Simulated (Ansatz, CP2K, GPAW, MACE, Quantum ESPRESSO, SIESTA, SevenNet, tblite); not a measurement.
**Amorphous Zn12Cd27Se39 (78 atoms) in SIESTA**

Wanted: SIESTA inputs and outputs for amorphous Zn12Cd27Se39 (78 atoms), checked against a plane-wave reference.

Main program and level: SIESTA 5.4.2; the method is named at each step.

### Step 1. The starting structure

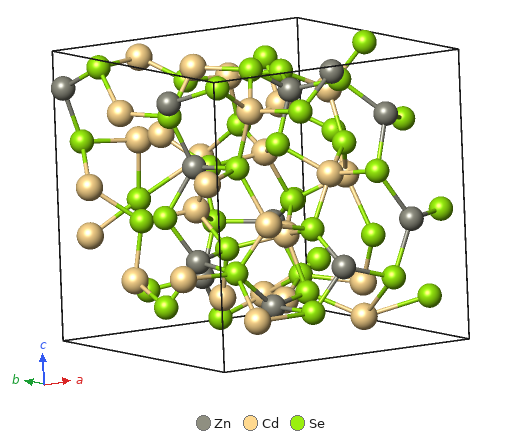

The starting structure, seen from a free direction (zinc grey, cadmium orange, selenium green).

The cell holds 78 atoms: 12 Zn, 27 Cd and 39 Se. Its edges and angles: a = 12.774 Å, b = 12.774 Å, c = 12.774 Å, α = 90.0°, β = 90.0°, γ = 90.0°. 78 atoms (12 Zn, 27 Cd, 39 Se) placed at random at 5.5 g/cm³, melted at 2500 K for 10 ps at fixed volume with the Stillinger-Weber II-VI potential (Zhou et al., Phys. Rev. B 88, 085309 (2013)). Quenched from 2500 K to 100 K at 50 K/ps and fixed volume, held 5 ps. Then every atom was moved at random, 0.02 Å r.m.s. a Cartesian component.

The yardstick, on the same geometry:

```
method                 : Kohn-Sham DFT, PBE, PAW, plane waves (Ansatz 0.2.0); cutoff 420 eV, Γ point, fermi-dirac smearing of 0.05 eV; PAW set soft_2
r.m.s. force component : 0.409 eV/Å
longest force          : 1.638 eV/Å
pressure               : 1.16 GPa
SCF cycles             : 16
time                   : 89 s on 4 threads of Arm Neoverse V2, shared host
CPU time               : 5.8 min
```

### Step 2. PBE, DZP, shift 0.01 Ry, mesh 500 Ry

Method: Kohn-Sham DFT, PBE, PseudoDojo 0.4.1 norm-conserving pseudopotentials (converted to PSML), numerical atomic orbitals (DZP), diagonalisation.

The .psml files are PseudoDojo norm-conserving potentials that we converted to this format, checked against plane waves on the same files for H, C, O, Si, Ge and Ca alone.

The input, input.fdf:

```
SystemLabel cell
NumberOfAtoms 78
NumberOfSpecies 3
%block ChemicalSpeciesLabel
  1 30 Zn
  2 48 Cd
  3 34 Se
%endblock ChemicalSpeciesLabel
LatticeConstant 1.0 Ang
%block LatticeVectors
  12.77450 0.00000 0.00000
  0.00000 12.77450 0.00000
  0.00000 0.00000 12.77450
%endblock LatticeVectors
PAO.BasisSize DZP
PAO.EnergyShift 0.01 Ry
XC.Functional GGA
XC.Authors PBE
MeshCutoff 500 Ry
%block kgrid_Monkhorst_Pack
  1 0 0 0.0
  0 1 0 0.0
  0 0 1 0.0
%endblock kgrid_Monkhorst_Pack
SolutionMethod diagon
OccupationFunction FD
ElectronicTemperature 580 K
SCF.Mixer.Method Pulay
SCF.Mixer.Weight 0.15
SCF.Mixer.History 8
SCF.Mix Hamiltonian
MaxSCFIterations 300
SCF.DM.Tolerance 1e-04
SCF.H.Tolerance 1.0e-3 eV
WriteForces T
Write.HirshfeldPop T
Write.VoronoiPop T
Write.DM F
Write.H F
XML.Write F
AtomicCoordinatesFormat Fractional
%block AtomicCoordinatesAndAtomicSpecies
  0.70639 0.74669 0.35816 1
  0.53604 0.34875 0.87578 1
  0.76131 0.10277 0.79403 1
  0.54172 0.06218 0.29426 1
  0.19438 0.44026 0.63789 1
  0.01165 0.30381 0.89261 1
  0.80935 0.03990 0.43292 1
  0.50937 0.04361 0.97510 1
  0.45821 0.81853 0.18836 1
  0.39987 0.29234 0.14898 1
  0.20978 0.46108 0.30590 1
  0.01923 0.97093 0.87214 1
  0.54850 0.42573 0.36719 2
  0.52539 0.71324 0.88452 2
  0.75360 0.89381 0.08432 2
  0.32279 0.18527 0.45112 2
  0.78128 0.79591 0.75040 2
  0.86213 0.52140 0.52816 2
  0.73512 0.24410 0.08184 2
  0.19953 0.08704 0.14399 2
  0.37181 0.70893 0.44088 2
  0.26799 0.19210 0.84918 2
  0.41005 0.62369 0.14275 2
  0.53575 0.92158 0.58135 2
  0.62059 0.55699 0.11766 2
  0.11534 0.98299 0.35074 2
  0.24056 0.70989 0.71609 2
  0.01483 0.25706 0.29053 2
  0.06051 0.15563 0.62410 2
  0.79418 0.50541 0.83213 2
  0.62085 0.24709 0.58723 2
  0.13755 0.74786 0.21923 2
  0.03349 0.64092 0.82017 2
  0.92183 0.52848 0.14780 2
  0.25976 0.85983 0.96433 2
  0.01367 0.82066 0.54714 2
  0.24968 0.50823 0.96847 2
  0.29034 0.92834 0.66807 2
  0.56660 0.56759 0.63252 2
  0.77670 0.69374 0.17103 3
  0.86395 0.85347 0.40525 3
  0.30946 0.96949 0.45650 3
  0.27491 0.87919 0.15598 3
  0.36965 0.33349 0.96555 3
  0.54216 0.86130 0.36454 3
  0.59239 0.76216 0.70436 3
  0.34609 0.57774 0.60590 3
  0.55557 0.86521 0.03038 3
  0.73360 0.04729 0.23852 3
  0.25417 0.26291 0.64624 3
  0.77468 0.38953 0.66225 3
  0.90622 0.43122 0.32280 3
  0.92262 0.67887 0.65563 3
  0.93972 0.14445 0.14067 3
  0.13131 0.55028 0.14873 3
  0.43843 0.10521 0.14391 3
[... 18 atom lines left out ...]
  0.61640 0.52426 0.91214 3
  0.16226 0.73058 0.42365 3
  0.97837 0.88726 0.18145 3
  0.05822 0.80491 0.95837 3
%endblock AtomicCoordinatesAndAtomicSpecies
```

Run with:

```bash
OMP_NUM_THREADS=1 mpirun -np 2 siesta < input.fdf > output.txt
```

Output:

```text
Version         : 5.4.2
reinit: System Name:
reinit: System Label: cell
initatom: Reading input for the pseudopotentials and atomic orbitals ----------
Species number:   1 Atomic number:   30 Label: Zn
Species number:   2 Atomic number:   48 Label: Cd
Species number:   3 Atomic number:   34 Label: Se
Ground state valence configuration (from tables):   4s02  4p00  3d10  4f00
Ground state valence configuration (from tables):   5s02  5p00  4d10  4f00
Ground state valence configuration (from tables):   4s02  4p04  4d00  4f00
---- Processing specs for species: Zn
GGA--PBE XC_GGA_X_PBE--XC_GGA_C_PBE pb
Semicore shell(s) with  8 electrons included in the valence for Zn
---- Processing specs for species: Cd
GGA--PBE XC_GGA_X_PBE--XC_GGA_C_PBE pb
Semicore shell(s) with  8 electrons included in the valence for Cd
---- Processing specs for species: Se
GGA--PBE XC_GGA_X_PBE--XC_GGA_C_PBE pb
Semicore shell(s) with 10 electrons included in the valence for Se
Semicore shell(s): 3s 3p
Fallback to non-perturbative polarization scheme for Zn
Please see the manual if this is not desired in principle
Semicore shell(s): 4s 4p
Fallback to non-perturbative polarization scheme for Cd
Please see the manual if this is not desired in principle
Semicore shell(s): 3d
Fallback to non-perturbative polarization scheme for Se
Please see the manual if this is not desired in principle
Zn pseudopotential only contains V_ls up to l=2 -- lmxkb reset.
Cd pseudopotential only contains V_ls up to l=2 -- lmxkb reset.
Se pseudopotential only contains V_ls up to l=2 -- lmxkb reset.
Using PAO.SplitTailNorm
%block ChemicalSpeciesLabel
    1   30 Zn                      # Species index, atomic number, species label
    2   48 Cd                      # Species index, atomic number, species label
    3   34 Se                      # Species index, atomic number, species label
%endblock ChemicalSpeciesLabel
%block PAO.Basis                 # Define Basis set
Zn                    5                    # Species label, number of l-shells
 n=3   0   1                         # n, l, Nzeta
   2.063
   1.000
 n=4   0   2                         # n, l, Nzeta
   5.524      3.917
   1.000      1.000
 n=3   1   1                         # n, l, Nzeta
   2.281
[...]
3.525      2.132
[...]
Cd                    5                    # Species label, number of l-shells
[...]
Se                    4                    # Species label, number of l-shells
[...]
5.831      4.139
   1.000      1.000
 n=3   2   1                         # n, l, Nzeta
[...]
n=4   2   1                         # n, l, Nzeta
   5.831
   1.000
%endblock PAO.Basis
coor:   Atomic-coordinates input format  =     Fractional
siesta: System type = bulk
initatomlists: Number of atoms, orbitals, and projectors:     78  1443  1404
siesta: ******************** Simulation parameters ****************************
Total number of electrons:  1404.000000
Total ionic charge:  1404.000000
 Kpoints in:            1 . Kpoints trimmed:            1
siesta: k-grid: Number of k-points = 1
siesta: k-points from Monkhorst-Pack grid
siesta: k-cutoff (effective) =     6.387 Ang
siesta: k-point supercell and displacements
siesta: k-grid:     1     0     0      0.000
siesta: k-grid:     0     1     0      0.000
siesta: k-grid:     0     0     1      0.000
                     ====================================
                        Single-point calculation
                     ====================================
outcell: Unit cell vectors (Ang):
       12.774500    0.000000    0.000000
        0.000000   12.774500    0.000000
        0.000000    0.000000   12.774500
outcell: Cell vector modules (Ang)   :   12.774500   12.774500   12.774500
outcell: Cell angles (23,13,12) (deg):     90.0000     90.0000     90.0000
outcell: Cell volume (Ang**3)        :   2084.6432
Gamma-point calculation with multiply-connected orbital pairs
Gamma-point calculation with multiply-connected orbital pairs
Folding of H and S implicitly performed
Folding of H and S implicitly performed
new_DM -- step:     1
Initializing Density Matrix...
Attempting to read DM from file... Failed...
DM filled with atomic data:
InitMesh: MESH = 180 x 180 x 180 = 5832000
InitMesh: Mesh cutoff (required, used) =   500.000   548.731 Ry
stepf: Fermi-Dirac step function
        iscf     Eharris(eV)        E_KS(eV)     FreeEng(eV)     dDmax    Ef(eV) dHmax(eV)
   scf:    1  -322369.628382  -324544.817561  -324545.645604  1.253526 -0.735020 84.690884
   scf:    2  -325563.904964  -325536.097971  -325536.164735  1.317647 -2.196142 22.466292
   scf:    3  -325601.680954  -325604.980448  -325605.100532  0.869693 -2.501929 11.716655
[...]
scf:   21  -325638.668528  -325638.668506  -325638.909974  0.000133 -2.933388  0.002541
   scf:   22  -325638.668516  -325638.668511  -325638.909974  0.000096 -2.933399  0.000679
SCF Convergence by DM+H criterion
max |DM_out - DM_in|         :     0.0000956795
max |H_out - H_in|      (eV) :     0.0006785620
SCF cycle converged after 22 iterations
Using DM_out to compute the final energy and forces
siesta: E_KS(eV) =          -325638.6685
siesta: E_KS - E_eggbox =   -325638.6685
siesta: Atomic forces (eV/Ang):
     1    0.220779   -0.149308   -0.449857
     2    0.230304    0.166294   -0.433995
     3   -0.067204   -0.095441    0.122016
[...]
77    0.671922   -0.276463    0.340252
    78   -0.057905   -0.816161    0.031697
----------------------------------------
   Tot    0.015556   -0.015415   -0.000170
----------------------------------------
   Max    1.632229
   Res    0.466222    sqrt( Sum f_i^2 / 3N )
----------------------------------------
   Max    1.632229    constrained
Stress tensor Voigt[x,y,z,yz,xz,xy] (kbar):       -3.64        0.66       -3.89        5.42       -1.88        4.12
(Free)E + p*V (eV/cell)  -325635.9278
Target enthalpy (eV/cell)  -325638.9100
siesta: Program's energy decomposition (eV):
siesta: Ebs     =    -52136.144778
siesta: Eions   =    398331.704845
siesta: Ena     =     32165.050728
siesta: Ekin    =    159119.402418
siesta: Enl     =    -69243.322011
siesta: DEna    =      1455.705784
siesta: DUscf   =        75.459692
siesta: Ex      =    -48219.206968
siesta: Ec      =     -2660.053309
siesta: Exc     =    -50879.260277
siesta: Eharris =   -325638.668516
siesta: Etot    =   -325638.668511
siesta: FreeEng =   -325638.909974
siesta: Final energy (eV):
siesta:  Band Struct. =  -52136.144778
siesta:       Kinetic =  159119.402418
siesta:       Hartree =  117610.260988
siesta:         Exch. =  -48219.206968
siesta:         Corr. =   -2660.053309
siesta:   Exch.-corr. =  -50879.260277
siesta:  Ion-electron = -404609.588184
siesta:       Ion-ion = -146879.483456
siesta:         Total = -325638.668511
siesta:         Fermi =      -2.933399
siesta: Stress tensor (static) (eV/Ang**3):
siesta:    -0.002272    0.002574   -0.001171
siesta:     0.002574    0.000411    0.003382
siesta:    -0.001171    0.003382   -0.002430
siesta: Cell volume =       2084.643193 Ang**3
siesta: Pressure (static):
siesta:                Solid            Molecule  Units
siesta:           0.00001558          0.00003271  Ry/Bohr**3
siesta:           0.00143053          0.00300297  eV/Ang**3
siesta:           2.29196579          4.81128091  kBar
    Orbital volume contribution        =          39.408474 eV
    (Free)E + p_basis*V_orbitals       =     -325599.501500 eV
    (Free)Eharris+ p_basis*V_orbitals  =     -325599.501505 eV
Hirshfeld Atomic Populations:
Atom #   charge [q] valence [e]  Species
     1     0.610075   19.389925  Zn
     2     0.630743   19.369257  Zn
     3     0.617116   19.382884  Zn
[...]
13     0.333413   19.666587  Cd
    14     0.305611   19.694389  Cd
    15     0.343591   19.656409  Cd
[...]
40    -0.393361   16.393361  Se
    41    -0.446436   16.446436  Se
    42    -0.360761   16.360761  Se
[...]
--------------------
 Total    -0.000061
Voronoi Atomic Populations:
Atom #   charge [q] valence [e]  Species
[...]
11     0.534929   19.465071  Zn
    12     0.540093   19.459907  Zn
[...]
38     0.261128   19.738872  Cd
    39     0.350542   19.649458  Cd
[...]
77    -0.238409   16.238409  Se
    78    -0.389722   16.389722  Se
--------------------
 Total    -0.000061
```

Elapsed: 3.4 min, on 2 MPI ranks of Arm Neoverse V2, shared host; peak memory 2.3 GiB; 6.8 min of CPU time.

Banners, paths, timers and routine set-up lines are dropped from the logs unmarked, and long logs keep their key lines alone; longer cuts are marked.

Numbers from this run, and their distance from the reference:

```yaml
r_m_s_force_component: 0.4662 eV/Å
r_m_s_difference_of_force_components: 119.2 meV/Å
longest_difference_of_force_vectors: 370.5 meV/Å
force_difference_over_r_m_s_force: 29.15 %
slope_of_forces_against_the_reference_s: 1.107
correlation_of_force_components: 0.9713
pressure: 0.2292 GPa
pressure_difference: -0.9304 GPa
```

This run lies far from the reference in forces at the same functional. Basis and potentials both differ; the latter hold 1404 valence electrons against the reference's 1308.

Length of the force difference by element (eV/Å):

```csv
element,atoms,mean,most
Cd,27,0.14,0.31
Se,39,0.22,0.37
Zn,12,0.18,0.31
```

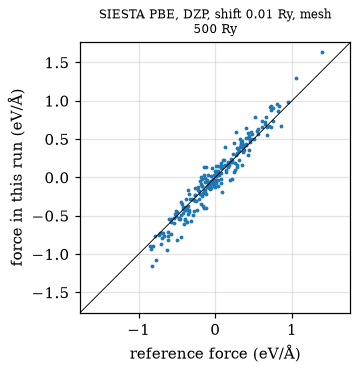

Force components against those of the reference; the line marks equality.

The surroundings of Se43, which bears the longest force, nearest first, numbered as they follow in the input and with coordinates relative to it.

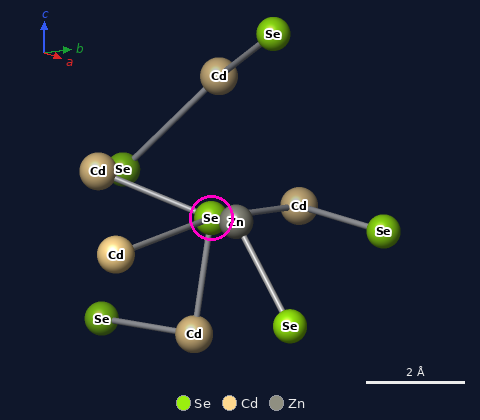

The atoms of the table, within 4.0 Å (arrows a, b, c point along x, y, z); some may hide others; the central atom is ringed.

```csv
atom,x,y,z,distance (Å),bonds,Hirshfeld charge (e),Fx,Fy,Fz (eV/Å)
Se43,0.00,0.00,0.00,0.00,4,-0.35,0.66,0.59,1.63
Cd35,-0.19,-0.25,-2.45,2.47,4,0.26,-0.42,-0.21,-0.87
Zn9,2.34,-0.77,0.41,2.50,3,0.58,0.06,0.16,0.05
Cd32,-1.75,-1.68,0.81,2.56,4,0.28,-0.90,-0.42,-0.10
Cd20,-0.96,2.66,-0.15,2.83,4,0.33,0.14,-0.04,-0.07
Cd26,-2.04,1.33,2.49,3.48,3,0.28,-0.17,-0.53,-0.11
Se56,2.09,2.89,-0.15,3.57,4,-0.56,-1.08,-0.13,-0.20
Cd23,1.73,-3.26,-0.17,3.70,1,0.07,-0.11,0.19,-0.54
Se77,-3.79,0.10,0.33,3.80,3,-0.22,0.67,-0.28,0.34
Se78,-2.77,-0.95,-2.52,3.86,3,-0.38,-0.06,-0.82,0.03
Se48,3.59,-0.18,-1.60,3.93,4,-0.46,0.39,-0.19,-0.44
Se42,0.44,1.15,3.84,4.03,3,-0.36,-0.13,0.35,0.18
```

Forces lie 29 % from the reference's, at 1.2 times its CPU time (on 2 against 4 cores).

### Step 3. PBE, SZP, shift 0.01 Ry, mesh 500 Ry

Method: Kohn-Sham DFT, PBE, PseudoDojo 0.4.1 norm-conserving pseudopotentials (converted to PSML), numerical atomic orbitals (SZP), diagonalisation.

Changes to input.fdf since step 2:

```diff
@@ -14,3 +14,3 @@
 %endblock LatticeVectors
-PAO.BasisSize DZP
+PAO.BasisSize SZP
 PAO.EnergyShift 0.01 Ry
```

Output:

```text
Version         : 5.4.2
reinit: System Name:
reinit: System Label: cell
initatom: Reading input for the pseudopotentials and atomic orbitals ----------
Species number:   1 Atomic number:   30 Label: Zn
Species number:   2 Atomic number:   48 Label: Cd
Species number:   3 Atomic number:   34 Label: Se
Ground state valence configuration (from tables):   4s02  4p00  3d10  4f00
Ground state valence configuration (from tables):   5s02  5p00  4d10  4f00
Ground state valence configuration (from tables):   4s02  4p04  4d00  4f00
---- Processing specs for species: Zn
GGA--PBE XC_GGA_X_PBE--XC_GGA_C_PBE pb
Semicore shell(s) with  8 electrons included in the valence for Zn
---- Processing specs for species: Cd
GGA--PBE XC_GGA_X_PBE--XC_GGA_C_PBE pb
[... lines left out ...]
Total number of electrons:  1404.000000
[... lines left out ...]
stepf: Fermi-Dirac step function
        iscf     Eharris(eV)        E_KS(eV)     FreeEng(eV)     dDmax    Ef(eV) dHmax(eV)
[... lines left out ...]
SCF Convergence by DM+H criterion
[... lines left out ...]
SCF cycle converged after 20 iterations
[... lines left out ...]
   Max    1.760705
[... lines left out ...]
   Max    1.760705    constrained
Stress tensor Voigt[x,y,z,yz,xz,xy] (kbar):        6.20       11.00        5.48        5.53       -2.58        4.77
[... lines left out ...]
siesta: FreeEng =   -325618.661160
siesta: Final energy (eV):
siesta:  Band Struct. =  -52073.481060
siesta:       Kinetic =  159013.153640
siesta:       Hartree =  117651.684320
siesta:         Exch. =  -48222.954444
siesta:         Corr. =   -2658.555882
siesta:   Exch.-corr. =  -50881.510327
siesta:  Ion-electron = -404522.256137
siesta:       Ion-ion = -146879.483456
siesta:         Total = -325618.411959
siesta:         Fermi =      -2.725271
siesta: Stress tensor (static) (eV/Ang**3):
siesta:     0.003872    0.002979   -0.001611
siesta:     0.002979    0.006864    0.003451
siesta:    -0.001611    0.003451    0.003422
siesta: Cell volume =       2084.643193 Ang**3
siesta: Pressure (static):
siesta:                Solid            Molecule  Units
siesta:          -0.00005140         -0.00003010  Ry/Bohr**3
siesta:          -0.00471918         -0.00276330  eV/Ang**3
siesta:          -7.56095408         -4.42728899  kBar
    Orbital volume contribution        =          32.945391 eV
    (Free)E + p_basis*V_orbitals       =     -325585.715770 eV
    (Free)Eharris+ p_basis*V_orbitals  =     -325585.715772 eV
Hirshfeld Atomic Populations:
Atom #   charge [q] valence [e]  Species
     1     0.655627   19.344373  Zn
     2     0.666042   19.333958  Zn
     3     0.658397   19.341603  Zn
[...]
13     0.343047   19.656953  Cd
    14     0.314094   19.685906  Cd
    15     0.350247   19.649753  Cd
[...]
40    -0.408654   16.408654  Se
    41    -0.465359   16.465359  Se
    42    -0.378421   16.378421  Se
[...]
--------------------
 Total    -0.000030
Voronoi Atomic Populations:
Atom #   charge [q] valence [e]  Species
[...]
11     0.601116   19.398884  Zn
    12     0.610629   19.389371  Zn
[...]
38     0.253204   19.746796  Cd
    39     0.365176   19.634824  Cd
[...]
77    -0.256818   16.256818  Se
    78    -0.406286   16.406286  Se
--------------------
 Total    -0.000030
```

Wall time 2.6 min (2 MPI ranks); peak memory 2.2 GiB.

Against the reference:

| Property | Result |
| --- | --- |
| r.m.s. force component | 0.5011 eV/Å |
| r.m.s. difference of force components | 136.5 meV/Å |
| longest difference of force vectors | 487.2 meV/Å |
| force difference over r.m.s. force | 33.39 % |
| slope of forces against the reference's | 1.195 |
| correlation of force components | 0.9752 |
| pressure | -0.7561 GPa |
| pressure difference | -1.916 GPa |

This is a coarse setting, run to see what it loses.

Against the first run (29 %), the force difference from the reference is 33 %, at 0.76 times the CPU time, with 1053 basis functions against 1443: the smaller basis costs accuracy.

[end of part 1 of 2]

[Also dropped from logs without a mark: logging warnings of Python, and SIESTA's first energy breakdown and zero terms.]

[Logs are printed without paths, hosts, clocks, repeated set-up lines and the standing remarks that a program may print on its own settings, such as how far it seeks lower states.]

[Hosts, paths, dates, database ids (printed as entryN), source tags and the programs' standing remarks are cut or masked in the printed files.]
